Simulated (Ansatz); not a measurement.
# HNO2 (nitrous acid): levels of theory compared

Aim: a comparison of 6 runs (BHLYP/STO-3G, PBE0/STO-3G, UPBE/STO-3G, UPBE0/STO-3G, CCSDT(Q)/STO-3G, CCSDTQ/STO-3G) of HNO2 (nitrous acid). 

The calculation is run with Ansatz 0.2.0.

61 further runs of the same task are left out: 1 that didn't finish, 60 set aside as unsound or not needed.

## Step 1: The structure to begin with

HNO2 has 4 atoms, charge 0, and is taken as a singlet. SMILES: `O=NO`. The O3–N2 distance was set to 1.747 Å, away from the relaxed value.

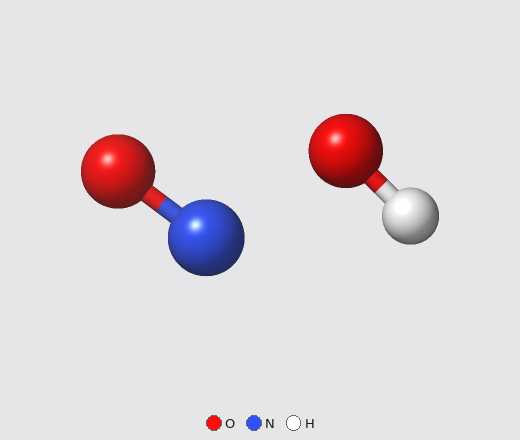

The structure, seen from a chosen angle (oxygen red, nitrogen blue, hydrogen white).

## Step 2: A single-point energy at BHLYP/STO-3G (run 1)

The input, run.yaml:

```yaml
crystal:
  periodic: [false, false, false]
  atoms:
    - symbol: O
      position_ang: [0.584360, -0.166298, 1.654778]
    - symbol: N
      position_ang: [0.490860, -0.632928, 0.594888]
    - symbol: O
      position_ang: [-0.362650, 0.434660, -0.492650]
    - symbol: H
      position_ang: [-0.371140, -0.062490, -1.321980]
basis:
  gaussian:
    orbitals: STO-3G
accuracy: high
hamiltonian:
  xc: {name: BHLYP}
```

The run is started by

```bash
$ ansatz run run.yaml --threads 1 --pin off --max-ram 3480MiB --events-out events.jsonl --progress --plain --runs-dir runs
```

Standard output:

```text
Warning: RAYON_NUM_THREADS=1 ignored (pool sized by the plan → 1); use --threads N
Functional definition: BHLYP
  name "BHLYP"
  parameter a = 0.5
  exchange = (1 - a)*b88_x + a*exact_x
  correlation = lyp_c
273 factors; integrals over basis functions are off by at most 3.2e-8 eV
mean field evaluation 1: about -5512.9955 eV, gradient 3.0e1 eV
mean field evaluation 2: about -5453.6702 eV, gradient 1.2e2 eV
mean field evaluation 4: about -5516.8972 eV, gradient 4.4e0 eV
mean field evaluation 8: about -5517.0627 eV, gradient 3.1e-1 eV
mean field evaluation 16: about -5517.0632 eV, gradient 1.3e-5 eV
mean field -5517.06323337 eV, -202.7483342266 hartree, gradient 4.2e-8 eV, S^2 0.000000; 0 other end points of the search recorded, 0 dependent functions left out
reference -5517.06324723 eV, -202.7483347358 hartree; 12, 12 occupied and 4, 4 virtual orbitals, 273 factors
Total energy: -5517.06324723 eV, -202.7483347358 hartree
```

Wall time 0.42 s (1 thread of Intel Xeon 6975P-C (Granite Rapids), shared host).

## Step 3: A single-point energy at PBE0/STO-3G (run 2)

The input, input.yaml:

```yaml
crystal:
  periodic: [false, false, false]
  atoms:
    - {symbol: O, position_ang: [0.584360, -0.166298, 1.654778]}
    - {symbol: N, position_ang: [0.490860, -0.632928, 0.594888]}
    - {symbol: O, position_ang: [-0.362650, 0.434660, -0.492650]}
    - {symbol: H, position_ang: [-0.371140, -0.062490, -1.321980]}
basis:
  gaussian: {orbitals: STO-3G}
hamiltonian: {xc: {name: PBE0}}
accuracy: high
```

The run is started by

```bash
$ ansatz run input.yaml --threads 1 --pin off --max-ram 3480MiB --events-out events.jsonl --progress --plain --runs-dir runs
```

Standard output:

```text
Warning: RAYON_NUM_THREADS=1 ignored (pool sized by the plan → 1); use --threads N
Functional definition: PBE0
  name "PBE0"
  parameter a = 0.25
  parameter kappa = 0.804
  parameter beta = 0.06672455060314922
  exchange = (1 - a)*pbe_x(kappa = kappa, mu = beta*pi^2/3) + a*exact_x
  correlation = pbe_c(beta = beta)
273 factors; integrals over basis functions are off by at most 3.2e-8 eV
mean field evaluation 1: about -5511.3081 eV, gradient 2.9e1 eV
mean field evaluation 2: about -5427.2228 eV, gradient 1.2e2 eV
mean field evaluation 4: about -5513.7823 eV, gradient 1.7e1 eV
mean field evaluation 8: about -5514.9896 eV, gradient 5.1e-1 eV
mean field evaluation 16: about -5514.9828 eV, gradient 1.6e-3 eV
mean field -5514.98280896 eV, -202.6718800398 hartree, gradient 2.8e-8 eV, S^2 0.000000; 0 other end points of the search recorded, 0 dependent functions left out
reference -5514.98280989 eV, -202.6718800737 hartree; 12, 12 occupied and 4, 4 virtual orbitals, 273 factors
Total energy: -5514.98280989 eV, -202.6718800737 hartree
```

Run time: 0.44 s. Hardware: 1 thread of Intel Xeon 6975P-C (Granite Rapids), shared host.

Runs 3 to 5 aren't shown in full; the table further down has their settings and results.

## Step 4: A single-point energy at CCSDTQ/STO-3G (run 6)

The input, run.yaml:

```yaml
crystal:
  periodic: [false, false, false]
  atoms:
    - {symbol: O, position_ang: [0.584360, -0.166298, 1.654778]}
    - {symbol: "N", position_ang: [0.490860, -0.632928, 0.594888]}
    - {symbol: O, position_ang: [-0.362650, 0.434660, -0.492650]}
    - {symbol: H, position_ang: [-0.371140, -0.062490, -1.321980]}
basis:
  gaussian:
    orbitals: STO-3G
correlation:
  method: ccsdtq
  frozen_orbitals: {H: 0, "N": 1, O: 1}
accuracy: high
scf:
  omitted_lower_state_checks: [cluster_reference, increment]
```

The run is started by

```bash
$ ansatz run run.yaml --threads 1 --pin off --max-ram 3480MiB --events-out events.jsonl --progress --plain --runs-dir runs
```

Standard output:

```text
Warning: RAYON_NUM_THREADS=1 ignored (pool sized by the plan → 1); use --threads N
[... 11 lines left out ...]
3 core orbitals not correlated: weight in the atoms' cores, before any rotation towards them, 1.000 or more for the frozen orbitals, at most 0.000 for the correlated occupied ones
[... 42 lines left out ...]
Total energy: -5499.26226961 eV, -202.0941608745 hartree
Checks for a lower state left out: cluster_reference, increment
```

Run time: 6 s. Hardware: 1 thread of Intel Xeon 6975P-C (Granite Rapids), shared host; peak memory 0.15 GiB.

## Step 5: All runs side by side

```tsv
run	level	frozen core orbitals	energy (Eh)	wall time
1	BHLYP/STO-3G	–	-202.748335	0.42 s
2	PBE0/STO-3G	–	-202.671880	0.44 s
3	UPBE/STO-3G	–	-202.679505	0.72 s
4	UPBE0/STO-3G	–	-202.671880	1.1 s
5	CCSDT(Q)/STO-3G	3	-202.094441	0.22 s
6	CCSDTQ/STO-3G	3	-202.094161	6 s
```

## Step 6: What came out

```
                                          quantity          value
                               run 6: total energy  -202.09416 Eh
run 6: correlation energy (3 core orbitals frozen)     -244.6 mEh
                              run 6: T1 diagnostic          0.037
```

What this shows: Totals of different functionals can't be ranked against each other. In runs 5, 6 the log says that unrestricted orbitals would lower the reference, so the values rest on an unstable closed-shell determinant (other closed-shell runs at this shape may share the fault). In runs 1, 2, 3, 4, 5, 6 the basis is minimal, so the values are rough. All runs together took 9 s, the longest 6 s.
